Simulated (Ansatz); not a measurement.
A series of calculations on CH9FOSi

Part 1: Relaxation

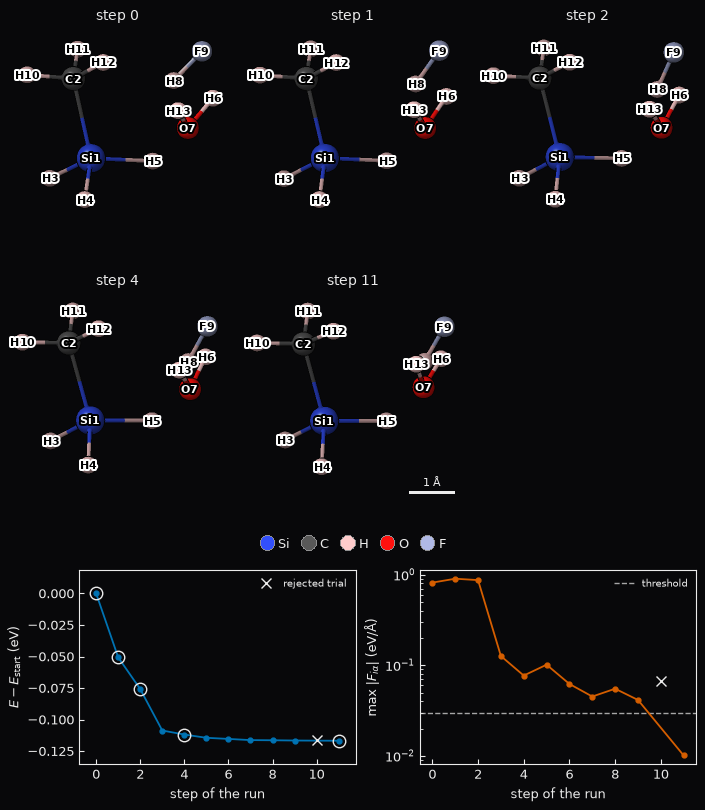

Frames of a relaxation of CH9FOSi, marked on the history of the run. The picture is a ball-and-stick view, seen at a tilt.

The run prepares an end point of a later path (reaction) calculation, from a guessed geometry.

Method: RKS B3LYP-D4/def2-SVP in Ansatz 0.2.0. Settings: no spin polarisation; force threshold 0.03 eV/Å; at most 50 steps.

> Describe the path.

The atom that moves furthest after the best rigid fit is H8 (0.53 Å). Largest moves by element: H 0.53 Å, F 0.29 Å, O 0.16 Å, C 0.15 Å, Si 0.09 Å. Some distances before and after: H8–F9 0.917 → 0.940 Å, Si1–H5 1.500 → 1.507 Å. Bond angles that change, for instance: H4–Si1–H5 110.7° → 108.1°. Over 10 accepted moves (11 points after the start) the energy falls by 0.117 eV. Largest force component: 0.82 eV/Å at the start, 0.01 eV/Å at the end. The line search rejected the trial step at point 10 of the run. Cost: 32 s on 2 threads of Arm Neoverse V1, on a shared host, peak memory 0.22 GiB. From step 0 to 1: H8 moves most (0.19 Å), energy −0.051 eV. From step 1 to 2: H8 moves most (0.20 Å), energy −0.025 eV. From step 2 to 4: F9 moves most (0.22 Å), energy −0.036 eV. From step 4 to 11: H13 moves most (0.14 Å), energy −0.005 eV.

| step | E − E(0), eV | largest force component, eV/Å | note |
| --- | --- | --- | --- |
| 0 | 0.0000 | 0.8176 |  |
| 1 | -0.0506 | 0.9025 |  |
| 2 | -0.0758 | 0.8715 |  |
| 3 | -0.1086 | 0.1264 |  |
| 4 | -0.1118 | 0.0769 |  |
| 5 | -0.1144 | 0.1014 |  |
| 6 | -0.1153 | 0.0621 |  |
| 7 | -0.1162 | 0.0452 |  |
| 8 | -0.1164 | 0.0551 |  |
| 9 | -0.1166 | 0.0414 |  |
| 10 | -0.1163 | 0.0670 | rejected |
| 11 | -0.1168 | 0.0101 |  |

Part 2: Relaxation

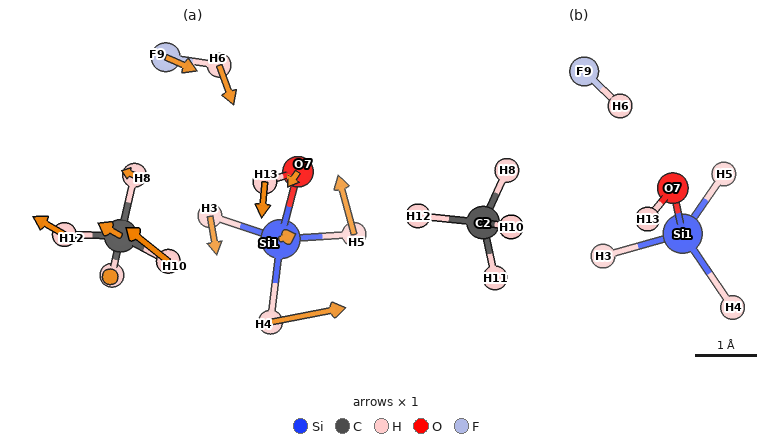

The structure of CH₉FOSi before (left) and after (right) a relaxation, at one scale. The orange arrows give the displacements, at their true length.

Style: ball-and-stick. Shown at a tilt.

The run prepares an end point of a later path (reaction) calculation, from a guessed geometry.

Computed with RKS B3LYP-D4/def2-SVP in Ansatz.

The input:
```yaml
crystal:
  periodic: [false, false, false]
  atoms:
    - { symbol: Si, position_ang: [-1.519572, -0.549499, -0.449158] }
    - { symbol: C, position_ang: [1.545449, 0.298445, -0.611783] }
    - { symbol: H, position_ang: [-0.628785, -1.668893, -0.049321] }
    - { symbol: H, position_ang: [-1.277784, -0.17021, -1.868943] }
    - { symbol: H, position_ang: [-2.934202, -0.970274, -0.26746] }
    - { symbol: H, position_ang: [-0.142131, 0.04823, 2.344166] }
    - { symbol: O, position_ang: [-1.34276, 0.823585, 0.593293] }
    - { symbol: H, position_ang: [1.281997, 0.109748, 0.424122] }
    - { symbol: F, position_ang: [0.654532, -0.389944, 2.455495] }
    - { symbol: H, position_ang: [0.960071, 1.127768, -1.047448] }
    - { symbol: H, position_ang: [1.380095, -0.612466, -1.212659] }
    - { symbol: H, position_ang: [2.615227, 0.570439, -0.664455] }
    - { symbol: H, position_ang: [-0.592136, 1.382871, 0.354152] }
basis:
  gaussian: { orbitals: def2-SVP }
hamiltonian:
  xc: b3lyp
  dispersion: d4
relax:
  f_tol: 0.03
  max_steps: 50
output:
  orbitals: {}
```

Run as
```bash
ansatz run input.yaml --threads 2 --pin off --max-ram 3072MiB --backend cpu --events-out ev --progress --plain --runs-dir out
```

Q: Summarise the run.

A: H4 moves most after the best rigid fit: 1.44 Å. By element the largest moves are H 1.44 Å, F 0.61 Å, C 0.52 Å, Si 0.38 Å, O 0.33 Å. Near-neighbour distances that change, for instance: Si1–O7 1.733 → 1.699 Å, H6–F9 0.916 → 0.948 Å, C2–H8 1.085 → 1.098 Å, Si1–H5 1.487 → 1.481 Å. Among the angles between lasting bonds that change: Si1–O7–H13 112.9° → 116.7°, H3–Si1–H5 108.9° → 111.3°. Groups turn about Si1–O7 by about 20°. After 17 accepted moves (18 points after the start) the energy has fallen by 0.365 eV. The largest force component goes from 0.99 to 0.017 eV/Å. The line search rejected the trial step at point 5 of the run. The run took 49 s on 2 threads of Arm Neoverse V1 (shared host), peak memory 0.22 GiB.

Part 3: Path

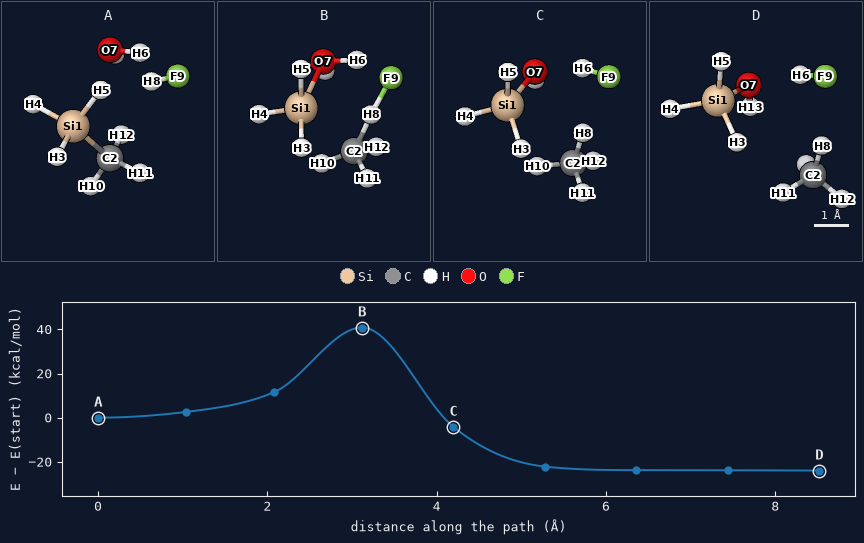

A search for the minimum-energy path of CH9FOSi by the nudged elastic band. Images are numbered from 0 (start) to 8 (end). Frames A to D are images 0, 3, 4, 8. Style: ball-and-stick. Shown from a free direction.

These are results of Ansatz, RKS B3LYP-D4/def2-SVP, not measurements. Set-up: 7 movable images; climbing image; force threshold 0.03 eV/Å; iteration limit 60; starting path through a guess of the saddle point.

> Describe the mechanism and the energy profile.

The highest point, image 3, lies 40.8 kcal/mol above the start and 64.8 kcal/mol above the end; the end is at −24.0 kcal/mol relative to the start. Breaking: H6–O7 (0.97 → 1.06 at the top → 1.66 Å), H8–F9 (0.94 → 1.26 at the top → 2.32 Å), Si1–C2 (1.88 → 2.24 at the top → 4.03 Å). Forming: C2–H8 (2.93 → 1.31 at the top → 1.10 Å), H6–F9 (1.90 → 1.35 at the top → 0.95 Å), Si1–O7 (3.24 → 2.00 at the top → 1.70 Å). The band converged in 25 iterations. The largest component of the band force went from 28 to 0.017 eV/Å. The climbing image converged on the top of the path. Its vibrational analysis gives one imaginary mode (1083i cm⁻¹), as a transition state must have.

The run took 7 min on 2 threads of Arm Neoverse V1, with other jobs on the host, peak memory 0.24 GiB.
